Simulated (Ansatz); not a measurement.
## WH7F: frequency calculation

System: WH7F.
Method: RKS PBE-D4/def2-SVP (Ansatz 0.2.0).

It belongs to a series of runs on one base structure; here: vibrations at the highest image of the band. Figures and captions count atoms from 1; the log counts them from 0 in places.

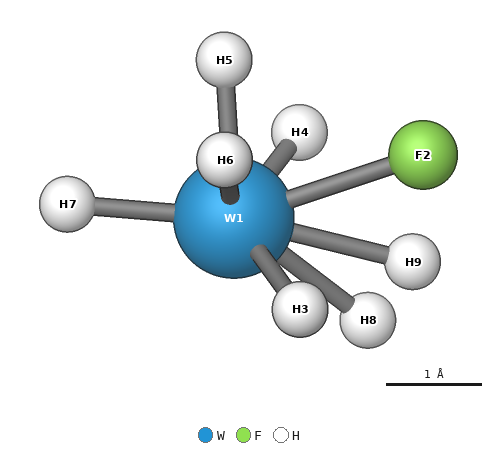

Figure 1. The structure (ball-and-stick view, seen at a tilt; atoms are numbered from 1 in the order of the input). Sticks mark near contacts.

## Input
```yaml
crystal:
  periodic: [false, false, false]
  atoms:
    - { symbol: W, position_ang: [0.284447, 0.291853, -0.256862] }
    - { symbol: F, position_ang: [0.144255, 0.163549, 1.892822] }
    - { symbol: H, position_ang: [1.558569, -0.609561, 0.400143] }
    - { symbol: H, position_ang: [-0.647261, 1.551685, 0.385273] }
    - { symbol: H, position_ang: [-1.312037, -0.088983, 0.073103] }
    - { symbol: H, position_ang: [-0.066027, -1.309822, 0.081496] }
    - { symbol: H, position_ang: [-0.201715, -0.215457, -1.871576] }
    - { symbol: H, position_ang: [1.481216, 1.519769, 0.680902] }
    - { symbol: H, position_ang: [1.062952, 1.097566, 1.361901] }
basis:
  gaussian: { orbitals: def2-SVP }
hamiltonian:
  xc: pbe
  dispersion: d4
phonons: {}
```

Hardware: 1 thread of Arm Neoverse V1, 24 GiB of memory available, shared host.

Run as:
```bash
ansatz run input.yaml --threads 1 --pin off --max-ram 2048MiB --backend cpu --events-out ev --progress --plain --runs-dir out
```

## Output
```
Engine: ansatz 0.2.0, aarch64-unknown-linux-gnu
Functional definition: PBE
  parameter kappa = 0.804
  parameter beta = 0.06672455060314922
  exchange = pbe_x(kappa = kappa, mu = beta*pi^2/3)
  correlation = pbe_c(beta = beta)
861 factors; their error is unknown
mean field evaluation 1: about -4645.3369 eV, gradient 3.6e1 eV
mean field evaluation 2: about -4453.3143 eV, gradient 2.6e2 eV
mean field evaluation 4: about -4647.5580 eV, gradient 1.6e1 eV
mean field evaluation 8: about -4648.1919 eV, gradient 1.6e-1 eV
mean field evaluation 16: about -4648.1467 eV, gradient 4.7e-4 eV
mean field -4648.14673746 eV, -170.8162419745 hartree, gradient 1.3e-5 eV, S^2 0.000000; 0 other end points of the search recorded, 0 dependent functions left out
the calculation of the forces begins
reference -4648.14680012 eV, -170.8162442772 hartree; 15, 15 occupied and 66, 66 virtual orbitals, 861 factors
these checks for a lower state are left out or cut short: stability, starts, cluster_reference, orbital_swaps, neighbouring_geometries, increment
861 factors; their error is unknown
mean field -4648.14662631 eV, -170.8162378901 hartree, gradient 8.7e-7 eV, S^2 0.000000; 0 other end points of the search recorded, 0 dependent functions left out
[... from here on the field's lines of each further geometry are left out, up to the last ...]
the calculation of the forces begins
reference -4648.14675130 eV, -170.8162424833 hartree; 15, 15 occupied and 66, 66 virtual orbitals, 861 factors
these checks for a lower state are left out or cut short: stability, starts, cluster_reference, orbital_swaps, neighbouring_geometries, increment
861 factors; their error is unknown
mean field -4648.14672606 eV, -170.8162415556 hartree, gradient 8.3e-7 eV, S^2 0.000000; 0 other end points of the search recorded, 0 dependent functions left out
the calculation of the forces begins
reference -4648.14678873 eV, -170.8162438587 hartree; 15, 15 occupied and 66, 66 virtual orbitals, 861 factors
WARN: phonons: modes at or below zero, which the zero-point energy, F, S and C_V leave out: 1, the lowest at -705.31 cm⁻¹. A minimum has none, and a first-order saddle one
Total energy: -4648.28658663 eV, -170.8213813368 hartree
Atom 0 at     0.284447     0.291853    -0.256862 Å, force     0.000299     0.000300    -0.000384 eV/Å
Atom 1 at     0.144255     0.163549     1.892822 Å, force     0.000208     0.000249     0.000054 eV/Å
Atom 2 at     1.558569    -0.609561     0.400143 Å, force     0.000027    -0.000116    -0.000127 eV/Å
Atom 3 at    -0.647261     1.551685     0.385273 Å, force    -0.000109     0.000010    -0.000122 eV/Å
Atom 4 at    -1.312037    -0.088983     0.073103 Å, force     0.000003    -0.000072     0.000113 eV/Å
Atom 5 at    -0.066027    -1.309822     0.081496 Å, force    -0.000054     0.000028     0.000107 eV/Å
Atom 6 at    -0.201715    -0.215457    -1.871576 Å, force    -0.000035    -0.000032    -0.000053 eV/Å
Atom 7 at     1.481216     1.519769     0.680902 Å, force    -0.000357    -0.000364     0.000136 eV/Å
Atom 8 at     1.062952     1.097566     1.361901 Å, force     0.000018    -0.000004     0.000276 eV/Å
Dipole moment:     0.393208     0.398106    -0.468197 e Å
Vibrations: -705.31 388.73 390.68 482.83 555.61 590.51 720.20 769.26 849.81 869.22 900.71 903.52 1007.46 1049.79 1670.84 1885.56 1977.40 2002.46 2067.79 2068.07 2475.10 cm⁻¹, zero-point energy 1.464598 eV
```

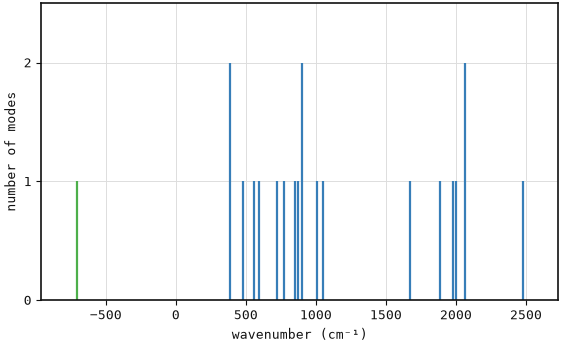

Figure 2. Harmonic vibrational wavenumbers from the force constants; neighbouring modes closer than 14 cm⁻¹ are counted in one stick, and imaginary ones are drawn at negative wavenumbers. 21 modes from 705i to 2475 cm⁻¹, 1 imaginary beyond 8i (705i cm⁻¹): a first-order saddle point, if the geometry is stationary.

## Key numbers

| quantity | value |
| --- | --- |
| outcome | converged |
| total energy | −4648.2866 eV |
| mean-field energy | −4648.1468 eV |
| largest force (length of the vector) | 0.001 eV/Å |
| wall time | 1.7 min |
| peak memory | 0.11 GiB |
